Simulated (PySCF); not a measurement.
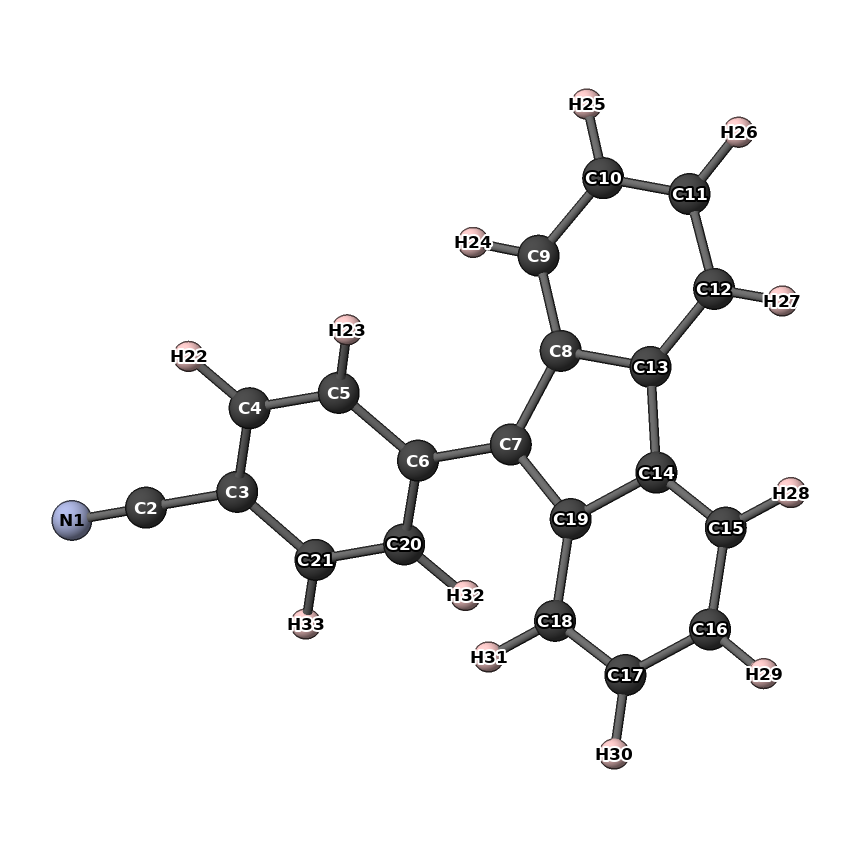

The questions are on Mulliken spin populations. The species is neutral and a spin doublet. The computed structure is the end point of a GFN2-xTB optimisation. No frequency run is at hand to confirm it as a minimum. Level of theory: B3LYP/6-31G*, gas phase (PySCF 2.14.0).

Give the Mulliken spin populations atom by atom.

| atom | value (e) |
| --- | --- |
| N1 | 0.04 |
| C2 | −0.02 |
| C3 | 0.10 |
| C4 | −0.05 |
| C5 | 0.10 |
| C6 | −0.10 |
| C7 | 0.55 |
| C8 | −0.13 |
| C9 | 0.16 |
| C10 | −0.07 |
| C11 | 0.16 |
| C12 | −0.05 |
| C13 | 0.11 |
| C14 | 0.11 |
| C15 | −0.05 |
| C16 | 0.16 |
| C17 | −0.07 |
| C18 | 0.16 |
| C19 | −0.13 |
| C20 | 0.10 |
| C21 | −0.05 |
| H22 | 0.00 |
| H23 | 0.00 |
| H24 | −0.01 |
| H25 | 0.00 |
| H26 | −0.01 |
| H27 | 0.00 |
| H28 | 0.00 |
| H29 | −0.01 |
| H30 | 0.00 |
| H31 | −0.01 |
| H32 | 0.00 |
| H33 | 0.00 |

Mulliken values depend strongly on the basis set.
